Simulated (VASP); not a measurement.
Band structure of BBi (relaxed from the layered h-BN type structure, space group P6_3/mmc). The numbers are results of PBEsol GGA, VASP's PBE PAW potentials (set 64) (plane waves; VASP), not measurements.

Without a dispersion term in the relaxation, distances and binding between the weakly bound layers, chains or molecules are unreliable, and so is what depends on them. Unless said otherwise, spin-orbit coupling is left out, though it shifts the bands of the heavy elements here.

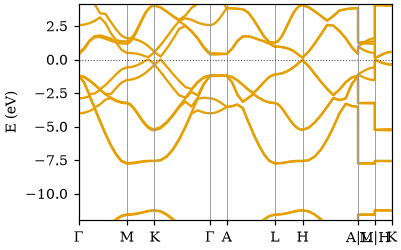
Figure. Bands along high-symmetry lines, zero at the valence-band maximum or, without a gap, the Fermi level

Task: Read the plot: is there a gap, and where are the band edges?

Result: The gap is indirect, 0.14 eV, from the valence maximum at K-Γ at 0.11 to the conduction minimum at H. (Edges off the drawn lines would not show.)

The structure was generated: BBi was put into the layered h-BN type type (P6_3/mmc), which need not be its known phase. It was relaxed first, which changed the volume by -7 %.
